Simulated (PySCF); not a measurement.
# C2H7BF2OSi: a tour of settings, part 1 of 2

Which settings matter for C2H7BF2OSi (`COC[SiH2]B(F)F`)?

Programs: PySCF 2.14.0, with density-fitted response routines of our own. Each step states its level of theory. These are calculated values for one molecule in the gas phase, unless marked as measured. Atoms count from 0, in the outputs and in this text.

## (1) Starting geometry

14 atoms, charge 0, multiplicity 1; geometry from: GFN2-xTB.

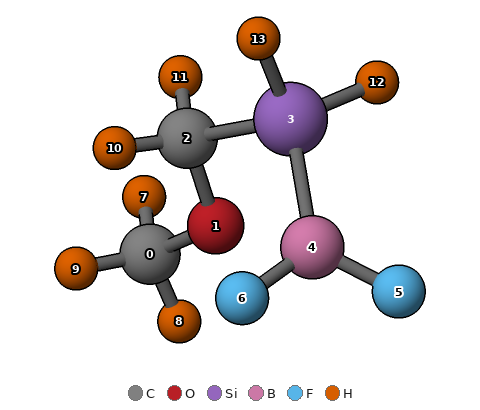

The starting geometry (carbon grey, oxygen red, silicon purple, boron pink, fluorine blue, hydrogen orange), atoms numbered; sticks join atoms by distance.

## (2) Nuclear shieldings: PBE0/pcSseg-1

What the job is given:

```
{"job": {"kind": "nmr", "xc": "PBE0", "basis": "pcSseg-1"}, "charge": 0, "multiplicity": 1}
C     -1.769554    -1.364555     0.543037
O     -0.693190    -0.686716    -0.050273
C     -0.549141     0.650983     0.396335
Si     0.958596     1.289277    -0.596493
B      2.386952    -0.082839    -0.448347
F      3.000826    -0.628430    -1.481342
F      2.843243    -0.552330     0.697739
H     -2.720924    -0.864597     0.321831
H     -1.780609    -2.369668     0.125537
H     -1.647950    -1.421604     1.632152
H     -0.381924     0.672379     1.482353
H     -1.467044     1.219014     0.199833
H      0.508751     1.534431    -1.972402
H      1.311289     2.604184    -0.032049
```

Level: GIAO PBE0/pcSseg-1 NMR shielding, non-relativistic, gas phase.

Run with:

```
> OMP_NUM_THREADS=1 python probes_run.py task.json out
```

One launch serves the whole session: the jobs run in the order shown.

The log of the run:

```text
coarse grid: 12480 points
cycle   1  E = -669.0359211697  dE =  6.271e-01  |g| = 7.636e-01  |ddm| = 3.203e+00
cycle   2  E = -668.9226317524  dE =  1.133e-01  |g| = 1.146e+00  |ddm| = 1.276e+00
cycle   3  E = -669.1356639177  dE = -2.130e-01  |g| = 5.487e-02  |ddm| = 8.315e-01
cycle   4  E = -669.1359768001  dE = -3.129e-04  |g| = 3.680e-02  |ddm| = 4.798e-02
cycle   5  E = -669.1362061036  dE = -2.293e-04  |g| = 7.957e-03  |ddm| = 2.454e-02
cycle   6  E = -669.1362155876  dE = -9.484e-06  |g| = 1.769e-03  |ddm| = 5.777e-03
final grid: 117576 points
cycle   7  E = -669.1966753863  dE = -4.958e-05  |g| = 1.069e-02  |ddm| = 2.064e-02
cycle   8  E = -669.1966534278  dE =  2.196e-05  |g| = 1.562e-02  |ddm| = 1.452e-02
cycle   9  E = -669.1966944606  dE = -4.103e-05  |g| = 9.953e-04  |ddm| = 9.277e-03
cycle  10  E = -669.1966946826  dE = -2.221e-07  |g| = 2.017e-04  |ddm| = 1.148e-03
cycle  11  E = -669.1966946919  dE = -9.232e-09  |g| = 6.064e-05  |ddm| = 2.319e-04
cycle  12  E = -669.1966946927  dE = -8.645e-10  |g| = 1.744e-05  |ddm| = 7.077e-05
converged SCF energy = -669.1966946927

GIAO shielding tensors (ppm)
atom      isotropic    diamagn.    paramagn.     s11        s22        s33       span
  0 C      121.197     244.071    -122.874     88.988     90.617    183.986     94.998
  1 O      323.382     400.014     -76.631    301.402    330.708    338.037     36.635
  2 C      122.836     251.575    -128.739     84.707     97.503    186.298    101.591
  3 Si     433.789     880.732    -446.942    400.361    433.279    467.728     67.367
  4 B       70.362     195.240    -124.878     41.821     82.919     86.345     44.524
  5 F      185.119     466.618    -281.499    -39.497    257.224    337.631    377.127
  6 F      198.516     469.480    -270.964    -16.122    263.554    348.116    364.238
  7 H       28.419      29.187      -0.768     24.656     26.129     34.472      9.816
  8 H       27.803      29.254      -1.451     23.739     25.211     34.458     10.719
  9 H       28.410      29.615      -1.205     24.581     26.359     34.290      9.709
 10 H       28.291      32.182      -3.891     25.318     27.025     32.531      7.214
 11 H       28.298      31.641      -3.342     25.140     27.021     32.734      7.595
 12 H       27.910      29.068      -1.158     24.557     25.987     33.187      8.630
 13 H       27.901      28.202      -0.301     25.013     25.373     33.315      8.302
```

Wall time 17 s (1 thread of AMD EPYC 9R14, shared host); peak memory 0.74 GiB.

The references, computed at this level on geometries of the same kind, shield at (ppm): 1H TMS 31.72, 13C TMS 186.9, 29Si TMS 349.2, 19F CFCl3 170.9, 17O H2O 336.1, 11B BF3·OEt2 100.1. Their shielding less the atom's gives the shift. The references are single molecules in the gas phase, so shifts against H2O, NH3, PH3, H3PO4 or CFCl3 are not on the usual liquid scales and can be off by tens of ppm. Atoms listed in one row are averaged.

```csv
atoms,environment,σ (ppm),δ (ppm),δ scaled to CDCl3
C0,methyl carbon bonded to O,121.2,65.7,62.2
C2,sp3 CH2 bonded to O and Si,122.8,64.1,60.6
"H12, H13","hydrogen on a silicon bonded to C, B",27.91,3.81,–
"H7, H8, H9",hydrogen on a methyl carbon bonded to O,28.21,3.51,3.41
"H10, H11",hydrogen on an sp3 CH2 bonded to O and Si,28.29,3.42,3.33
O1,ether oxygen,323.4,12.7,–
Si3,"silicon bonded to C, B, 2 H",433.8,-84.6,–
B4,"boron bonded to 2 F, Si",70.4,29.7,–
"F5, F6",fluorine bonded to B,191.8,-20.9,–
```

The scaled column applies a straight-line fit of computed shieldings to shifts measured in CDCl3, and one for carbons that bear F (root-mean-square error 0.16 ppm for H, 1.9 ppm for C).

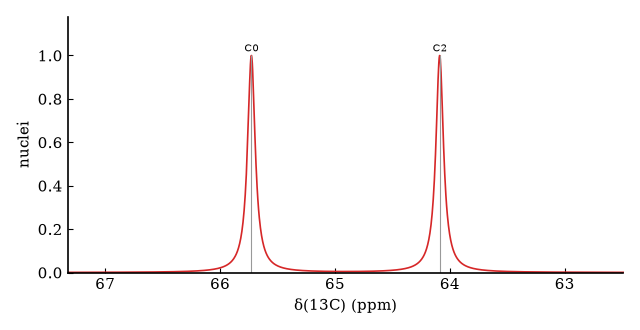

13C lines at the computed shifts, without couplings. Lines are broadened to a width of 0.08 ppm (Lorentzian).

The run also stored atomic charges by several schemes (e):

```csv
atoms,Mulliken,IAO,Hirshfeld,ESP fit
C0,-0.02,-0.20,-0.04,-0.23
O1,-0.54,-0.39,-0.14,-0.25
C2,-0.24,-0.31,-0.09,-0.09
Si3,0.40,0.57,0.27,0.09
B4,0.53,0.50,0.23,0.58
"F5, F6",-0.28,-0.30,-0.14,-0.27
```

IAO charges:

C0 -0.20; O1 -0.39; C2 -0.31; Si3 0.57; B4 0.50; F5 -0.30; F6 -0.30; H7 0.12; H8 0.16; H9 0.12; H10 0.13; H11 0.13; H12 -0.10; H13 -0.11

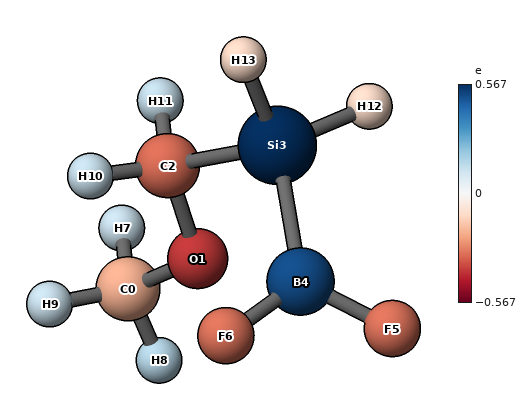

IAO charges, as colours on the atoms.

Mayer bond orders: C0–O1 0.93, O1–C2 0.89, C2–Si3 0.90, Si3–B4 0.94, B4–F5 1.11, B4–F6 1.11.

The fields below are evaluated on a grid from the run's orbitals.

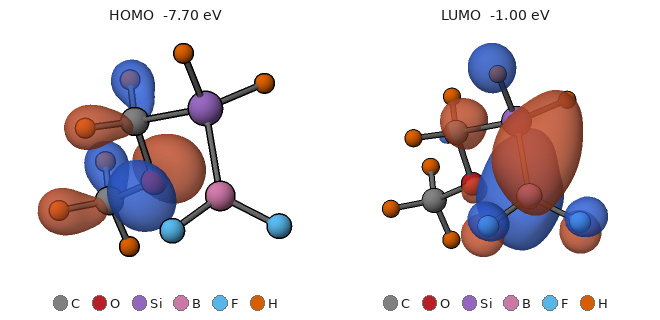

PBE0/pcSseg-1 orbitals near the gap, drawn at the value that encloses 70 % of each; the two colours are the two signs.

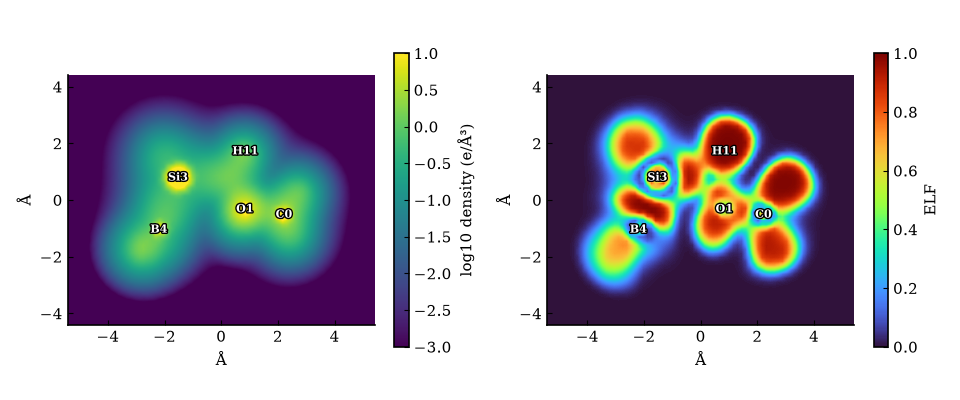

Density (left) and ELF (right) in a plane through or near 5 of the atoms.

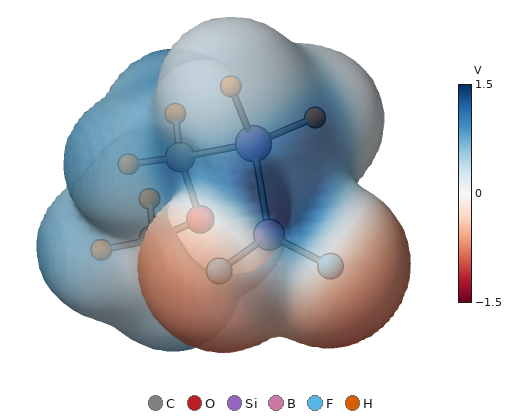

Electrostatic potential on the surface of density 0.002 e/bohr³; red is low, blue high. It runs, from the 1st to the 99th percentile, from -1.01 V near O1 to 1.50 V near B4.

## (3) Ultraviolet spectrum: PBE0/def2-SVPD

The job, as its differences from that of step 2:

```diff
@@ -1,2 +1,2 @@
-{"job": {"kind": "nmr", "xc": "PBE0", "basis": "pcSseg-1"}, "charge": 0, "multiplicity": 1}
+{"job": {"kind": "uv", "xc": "PBE0", "basis": "def2-SVPD", "nstates": 6, "ntriplets": 2}, "charge": 0, "multiplicity": 1}
 C     -1.769554    -1.364555     0.543037
```

With the program's defaults for keys left out, this is: TDDFT PBE0/def2-SVPD, vertical, gas phase, core orbitals frozen in the response.

The log of the run:

```text
coarse grid: 12480 points
cycle   1  E = -668.7021446066  dE =  5.820e-01  |g| = 7.046e-01  |ddm| = 4.723e+00
cycle   2  E = -668.5856501496  dE =  1.165e-01  |g| = 1.086e+00  |ddm| = 1.548e+00
cycle   3  E = -668.7941709286  dE = -2.085e-01  |g| = 6.011e-02  |ddm| = 9.183e-01
cycle   4  E = -668.7945647570  dE = -3.938e-04  |g| = 4.093e-02  |ddm| = 8.676e-02
cycle   5  E = -668.7948621181  dE = -2.974e-04  |g| = 7.669e-03  |ddm| = 3.873e-02
cycle   6  E = -668.7948721874  dE = -1.007e-05  |g| = 1.483e-03  |ddm| = 9.869e-03
cycle   7  E = -668.7948727313  dE = -5.439e-07  |g| = 3.956e-04  |ddm| = 2.559e-03
final grid: 117576 points
cycle   8  E = -668.8861558601  dE = -4.615e-05  |g| = 9.646e-03  |ddm| = 8.134e-02
cycle   9  E = -668.8861389019  dE =  1.696e-05  |g| = 1.366e-02  |ddm| = 2.093e-02
cycle  10  E = -668.8861743217  dE = -3.542e-05  |g| = 1.265e-03  |ddm| = 1.158e-02
cycle  11  E = -668.8861747024  dE = -3.806e-07  |g| = 1.717e-04  |ddm| = 1.544e-03
cycle  12  E = -668.8861747089  dE = -6.537e-09  |g| = 6.810e-05  |ddm| = 3.328e-04
cycle  13  E = -668.8861747101  dE = -1.212e-09  |g| = 1.799e-05  |ddm| = 1.180e-04
cycle  14  E = -668.8861747102  dE = -7.708e-11  |g| = 3.705e-06  |ddm| = 2.467e-05
converged SCF energy = -668.8861747102

Static polarisability (au): isotropic 71.966, principal 63.956 70.586 81.358

Singlet excitations
state   eV       nm        f      main configurations
  1   5.5495    223.4   0.00293   H->L 0.99
  2   6.3928    193.9   0.03961   H-1->L 0.98
  3   6.7704    183.1   0.02541   H-2->L 0.96
  4   7.0595    175.6   0.02197   H->L+1 0.94
  5   7.3937    167.7   0.03722   H-3->L 0.91
  6   7.5557    164.1   0.00047   H->L+2 0.54, H->L+3 0.34

Triplet excitations (Tamm-Dancoff, eV): 5.3229 5.4800
```

It took 23 s on 1 thread of AMD EPYC 9R14, shared host; peak memory 0.86 GiB.

Frontier orbitals and where they lie:

```csv
orbital,eV,atoms
HOMO−3,-9.79,"Si3 40 %, H13 25 %, H12 21 %"
HOMO−2,-9.32,"Si3 31 %, B4 22 %, F6 11 %"
HOMO−1,-8.74,"C2 30 %, O1 24 %, Si3 19 %"
HOMO,-7.84,"O1 60 %, C0 10 %, C2 10 %"
LUMO,-1.15,"B4 37 %, Si3 22 %, F5 13 %"
LUMO+1,0.40,"Si3 24 %, B4 15 %, C2 11 %"
LUMO+2,0.77,"B4 39 %, Si3 21 %, F5 9 %"
```

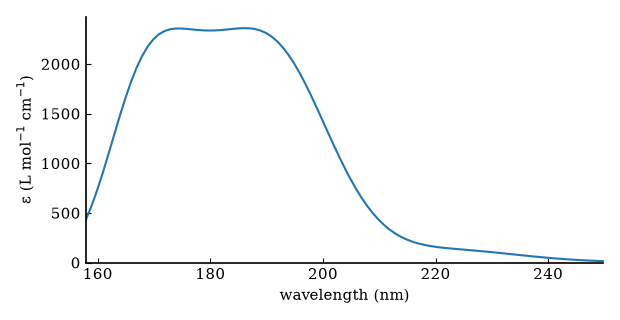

Absorption spectrum: each of the 6 states is a Gaussian band of 0.4 eV half-width at 1/e. Beyond the last state computed it falls off for lack of states.

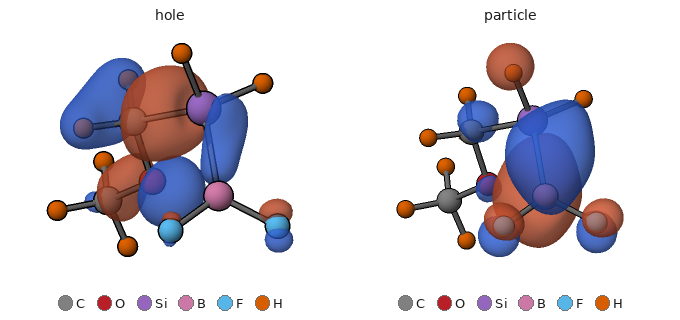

Leading natural transition orbitals of singlet state 2: the electron leaves the hole (left) for the particle orbital (right).

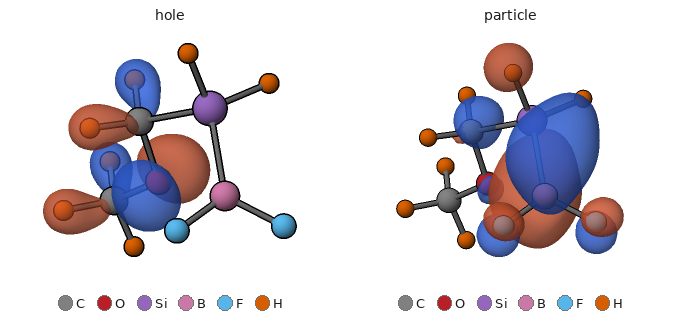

Leading natural transition orbitals of singlet state 1: the electron leaves the hole (left) for the particle orbital (right).

Further results of this job:

```csv
property,computed
dipole moment (D),2.44
polarisability (Å³),10.66
HOMO–LUMO gap (eV),6.69
−ε(HOMO) (eV),7.84
```

## (4) Spin-spin couplings: PBE0/cc-pVDZ

The job, as its differences from that of step 3:

```diff
@@ -1,2 +1,2 @@
-{"job": {"kind": "uv", "xc": "PBE0", "basis": "def2-SVPD", "nstates": 6, "ntriplets": 2}, "charge": 0, "multiplicity": 1}
+{"job": {"kind": "j", "xc": "PBE0", "basis": "cc-pVDZ"}, "charge": 0, "multiplicity": 1}
 C     -1.769554    -1.364555     0.543037
```

Method: PBE0/cc-pVDZ indirect spin-spin coupling, non-relativistic, gas phase.

The log of the run:

```text
coarse grid: 12480 points
cycle   1  E = -669.1324755004  dE =  6.824e-01  |g| = 7.664e-01  |ddm| = 6.744e+00
cycle   2  E = -669.0115757932  dE =  1.209e-01  |g| = 1.141e+00  |ddm| = 2.429e+00
cycle   3  E = -669.2392829738  dE = -2.277e-01  |g| = 5.013e-02  |ddm| = 1.428e+00
cycle   4  E = -669.2395743162  dE = -2.913e-04  |g| = 3.317e-02  |ddm| = 9.951e-02
cycle   5  E = -669.2397803630  dE = -2.060e-04  |g| = 7.395e-03  |ddm| = 4.860e-02
cycle   6  E = -669.2397896673  dE = -9.304e-06  |g| = 1.688e-03  |ddm| = 1.078e-02
final grid: 117576 points
cycle   7  E = -669.2489279358  dE = -3.728e-05  |g| = 9.058e-03  |ddm| = 4.755e-02
cycle   8  E = -669.2489125707  dE =  1.537e-05  |g| = 1.292e-02  |ddm| = 2.725e-02
cycle   9  E = -669.2489437780  dE = -3.121e-05  |g| = 9.669e-04  |ddm| = 1.568e-02
cycle  10  E = -669.2489440030  dE = -2.251e-07  |g| = 1.511e-04  |ddm| = 1.939e-03
cycle  11  E = -669.2489440085  dE = -5.433e-09  |g| = 5.274e-05  |ddm| = 3.626e-04
cycle  12  E = -669.2489440092  dE = -7.242e-10  |g| = 1.405e-05  |ddm| = 1.183e-04
converged SCF energy = -669.2489440092

Indirect spin-spin couplings (Hz)
  i      j    bonds     total        FC       PSO       DSO        SD
  0 C    1 O    1     13.191    13.712    -0.401    -0.120         -
  0 C    2 C    2     -3.483    -3.139    -0.312    -0.032         -
  0 C    3 Si   3     -7.168    -7.101    -0.093     0.057    -0.031
  0 C    7 H    1    135.935   135.045     0.098     0.792         -
  0 C    8 H    1    134.710   133.894     0.056     0.760         -
  0 C    9 H    1    135.836   134.946     0.094     0.795         -
  0 C   10 H    3      2.070     2.065     0.026    -0.021         -
  0 C   11 H    3      2.091     2.082     0.028    -0.019         -
  0 C   12 H    4     -0.352    -0.268     0.143    -0.227         -
  0 C   13 H    4      1.192     1.338     0.160    -0.306         -
  1 O    2 C    1     15.652    16.709    -0.913    -0.143         -
  1 O    3 Si   2     12.458    12.603    -0.138     0.018    -0.025
  1 O    4 B    3     -0.480    -0.452     0.014    -0.067     0.024
  1 O    5 F    4      0.509     0.514    -0.084    -0.019     0.097
  1 O    6 F    4     -0.540    -0.366    -0.244    -0.053     0.123
  1 O    7 H    2     -2.691    -2.165    -0.654     0.129         -
  1 O    8 H    2    -10.406    -9.772    -0.702     0.068         -
  1 O    9 H    2     -2.751    -2.234    -0.643     0.126         -
  1 O   10 H    2     -3.025    -2.293    -0.802     0.071         -
  1 O   11 H    2     -2.901    -2.137    -0.845     0.080         -
  1 O   12 H    3      0.304     0.332    -0.012    -0.016         -
  1 O   13 H    3    -10.393   -10.565    -0.036     0.207         -
  2 C    3 Si   1    -61.358   -60.362     0.878    -0.110    -1.765
  2 C    4 B    2      0.583     0.674    -0.093     0.062    -0.059
  2 C    5 F    3      3.771     4.570    -0.250    -0.173    -0.375
  2 C    6 F    3     -1.705    -1.469    -0.309     0.033     0.041
  2 C    7 H    3      2.186     2.125     0.065    -0.003         -
  2 C    8 H    3      9.418     9.619     0.379    -0.580         -
  2 C    9 H    3      2.123     2.060     0.064    -0.000         -
  2 C   10 H    1    136.832   135.672     0.105     1.055         -
  2 C   11 H    1    140.064   138.943     0.083     1.037         -
  2 C   12 H    2     -0.769    -0.606    -0.073    -0.090         -
  2 C   13 H    2      2.048     2.159    -0.051    -0.059         -
  3 Si   4 B    1   -119.127  -118.369     0.410    -0.192    -0.976
  3 Si   5 F    2    -58.887   -54.849    -0.975     0.035    -3.098
  3 Si   6 F    2    -59.335   -56.199    -0.451     0.033    -2.717
  3 Si   7 H    4      0.481     0.492    -0.137     0.166    -0.040
  3 Si   8 H    4     -0.437    -0.497    -0.148     0.196     0.012
  3 Si   9 H    4      0.486     0.497    -0.134     0.171    -0.048
  3 Si  10 H    2      3.100     3.060     0.115     0.074    -0.149
  3 Si  11 H    2      3.387     3.314     0.126     0.089    -0.143
  3 Si  12 H    1   -181.914  -182.034     0.695    -0.285    -0.290
  3 Si  13 H    1   -162.980  -163.115     0.632    -0.272    -0.225
  4 B    5 F    1    -80.624   -30.420   -49.705     1.081    -1.580
  4 B    6 F    1    -81.833   -32.314   -49.011     1.099    -1.607
  4 B   10 H    3      0.120     0.131    -0.113     0.123    -0.021
  4 B   11 H    3      4.711     4.863     0.155    -0.315     0.008
  4 B   12 H    2      4.671     4.812    -0.145    -0.042     0.046
  4 B   13 H    2      3.765     3.861    -0.118    -0.040     0.062
  5 F    6 F    2   -161.063   138.282  -302.027    -0.691     3.372
  5 F   10 H    4     -1.245    -0.614     0.426    -0.901    -0.156
  5 F   11 H    4      2.989     3.297     0.752    -1.078     0.018
  5 F   12 H    3     -4.855    -4.421    -0.396    -0.032    -0.007
  5 F   13 H    3      8.332     8.636     0.541    -1.077     0.232
  6 F   10 H    4     -0.357    -0.163    -0.623     0.479    -0.050
  6 F   11 H    4     -0.504    -0.040     0.662    -1.054    -0.072
  6 F   12 H    3     17.482    18.177     0.617    -1.487     0.174
  6 F   13 H    3     -1.099    -0.873     0.117    -0.455     0.112
  7 H    8 H    2     -9.940    -9.356     1.979    -2.564         -
  7 H    9 H    2     -7.625    -7.139     1.883    -2.370         -
  7 H   10 H    4      0.619     0.717     0.561    -0.659         -
  7 H   11 H    4      0.965     0.405    -0.958     1.518         -
  7 H   13 H    5     -0.568    -0.137     0.455    -0.886         -
  8 H    9 H    2     -9.897    -9.320     1.968    -2.545         -
  8 H   10 H    4     -0.937    -0.409     1.254    -1.782         -
  8 H   11 H    4     -0.920    -0.381     1.273    -1.812         -
  8 H   12 H    5     -0.285    -0.038     0.446    -0.693         -
  8 H   13 H    5     -0.710    -0.127     0.644    -1.228         -
  9 H   10 H    4      0.968     0.405    -0.963     1.526         -
  9 H   11 H    4      0.642     0.730     0.540    -0.628         -
  9 H   12 H    5     -0.315     0.151     0.672    -1.138         -
  9 H   13 H    5     -0.538    -0.148     0.416    -0.806         -
 10 H   11 H    2     -9.752    -9.692     1.601    -1.662         -
 10 H   12 H    3      4.699     5.967     0.881    -2.149         -
 10 H   13 H    3      0.722     0.701     0.007     0.014         -
 11 H   12 H    3      2.018     1.964    -0.023     0.077         -
 11 H   13 H    3     -0.351    -0.131     0.193    -0.413         -
 12 H   13 H    2     -4.504    -3.254     0.373    -1.624         -
```

Wall time 16 s (1 thread of AMD EPYC 9R14, shared host); peak memory 0.81 GiB.

This basis has no tight s functions, so the Fermi-contact terms are rough.

Couplings of 1 Hz or more, nine at most for each number of bonds, with means over like pairs (isotopes 11B, 13C, 19F, 1H, 17O, 29Si):

```csv
pair,bonds,J (Hz),Fermi contact (Hz),dihedral (°)
Si3–H12,1,-172.4,-172.6,–
C2–H10,1,138.4,137.3,–
C0–H7,1,135.5,134.6,–
Si3–B4,1,-119.1,-118.4,–
B4–F5,1,-81.2,-31.4,–
C2–Si3,1,-61.4,-60.4,–
O1–C2,1,15.7,16.7,–
C0–O1,1,13.2,13.7,–
F5–F6,2,-161.1,138.3,–
Si3–F5,2,-59.1,-55.5,–
O1–Si3,2,12.5,12.6,–
H10–H11,2,-9.8,-9.7,–
H7–H8,2,-9.2,-8.6,–
O1–H7,2,-5.3,-4.7,–
H12–H13,2,-4.5,-3.3,–
B4–H12,2,4.2,4.3,–
C0–C2,2,-3.5,-3.1,–
C0–Si3,3,-7.2,-7.1,-179
O1–H12,3,-5.0,-5.1,–
F5–H12,3,5.0,5.4,–
C2–H7,3,4.6,4.6,–
B4–H10,3,2.4,2.5,–
H10–H12,3,2.2,2.9,–
C0–H10,3,2.1,2.1,60
H10–H13,3,1.4,1.3,-52
C2–F5,3,1.0,1.6,–
```

Where two rows join the same classes of atoms, they are the two kinds of pair (J and J′ of an AA′XX′ pattern), each a mean over its own pairs alone.

The spin-dipole term was solved for some atoms only; pairs without it lack that part.

The response was solved for the nuclei of B, C, F, H, Si alone, so couplings that need other nuclei can be missing.

Quadrupole couplings from the field gradients of the same density:

```csv
atom,isotope,eQq/h (MHz),η
O1,17O,11.5,0.95
B4,11B,2.914,0.66
```

Joined with the shifts from before (PBE0/pcSseg-1, unscaled), the couplings predict the line list below for 500 MHz. Couplings to quadrupolar nuclei are left out.

1H NMR δ 3.81 (tt, J = 5.0, 2.1 Hz, 2H), 3.51 (s, 3H), 3.42 (t, J = 2.1 Hz, 2H). The letters are first-order; like nuclei with unlike couplings give more lines.

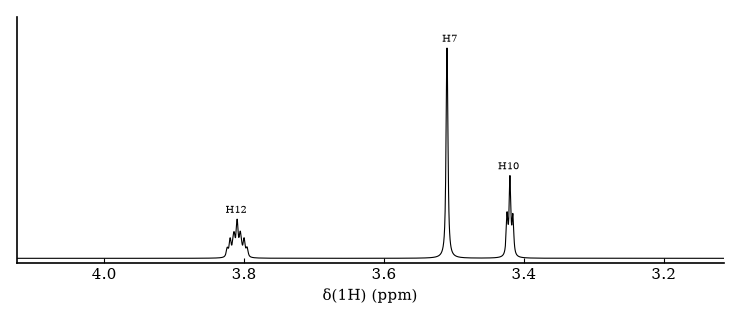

Simulated proton spectrum at 500 MHz, by exact diagonalisation of each spin system; lines 1.2 Hz wide, exchangeable protons uncoupled.

(Continued in part 2 of 2.)
